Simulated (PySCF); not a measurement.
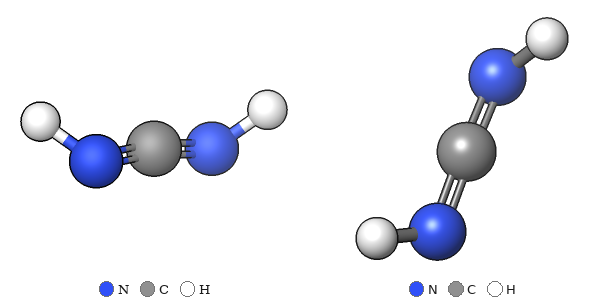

The same structure drawn twice, from different directions.

The computed structure is the end point of a PBE0-D3(BJ)/def2-TZVP optimisation. No frequency run is at hand to confirm it as a minimum.

What does the picture show?

It has 5 atoms: 1 carbon, 2 hydrogen and 2 nitrogen (CH2N2). As SMILES it reads `N=C=N`. Coordination, clear cases only: 2 N bent.

More results for the same structure follow; atom numbers are the same in all pictures, views and colours differ.

## Geometry

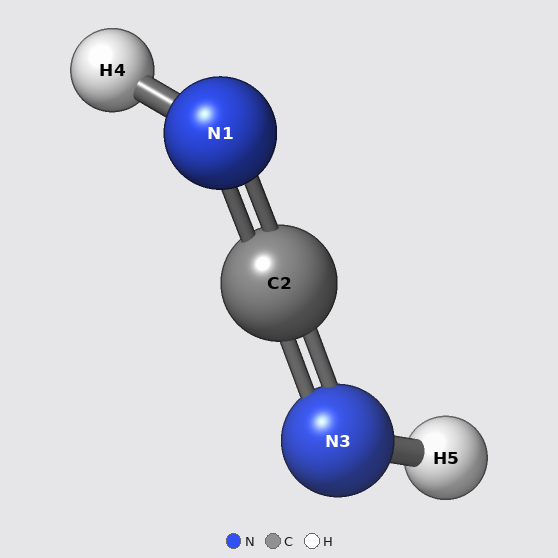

The atoms are numbered. No frequency run is at hand to confirm it as a minimum.

Estimate the angles N1–C2–N3, C2–N1–H4.

```csv
angle,degrees
N1–C2–N3,171.2
C2–N1–H4,119.5
```

## Quadrupole coupling

No frequency run is at hand to confirm it as a minimum. Electric field gradients from the ground-state density, PBE0/pcSseg-2 (PySCF 2.14.0), non-relativistic apart from any core potentials.

Give the largest field-gradient component, the quadrupole coupling constant and the asymmetry for 14N at N1 (Q = 20.44 mb).

| atom | V_zz (a.u.) | e²qQ/h (MHz) | η |
| --- | --- | --- | --- |
| N1 | 0.466 | 2.24 | 0.64 |

## Polarisability

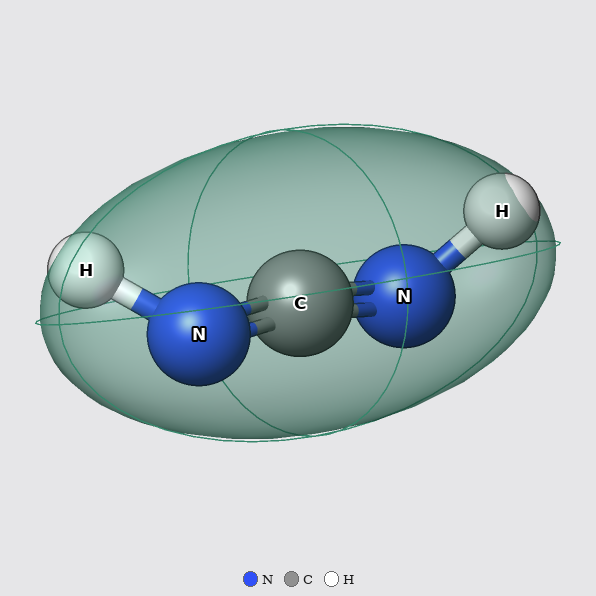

The ellipsoid shows the static dipole polarisability: its half-axes are proportional to the principal values. No frequency run is at hand to confirm it as a minimum. Method: PBE0/aug-cc-pVTZ (PySCF 2.14.0).

**Give the principal values, the mean and the anisotropy.**

Principal values 20.8, 20.9, 45.6 bohr³; mean 29.1 bohr³ (4.31 Å³); anisotropy 24.8 bohr³, so the longest axis is 2.19 times the shortest.

## Excitation

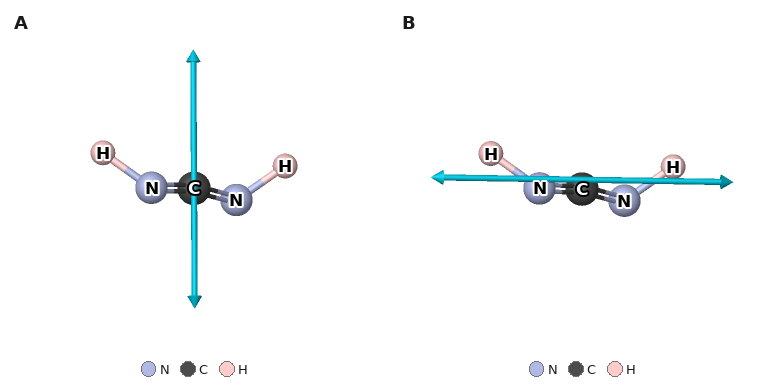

The double arrows show the directions of two transition dipoles from the ground state (lengths mean nothing). No frequency run is at hand to confirm it as a minimum. Method: TDDFT PBE0/aug-cc-pVTZ, vertical, gas phase, core orbitals frozen in the response (PySCF 2.14.0).

**One belongs to singlet state 6 and one to singlet state 7. Which is which?**

A: state 7, 7.82 eV (158 nm), oscillator strength 0.026, mainly HOMO → LUMO+3 (weight 0.57).
B: state 6, 7.73 eV (160 nm), oscillator strength 0.066, mainly HOMO−1 → LUMO+1 (weight 0.59).
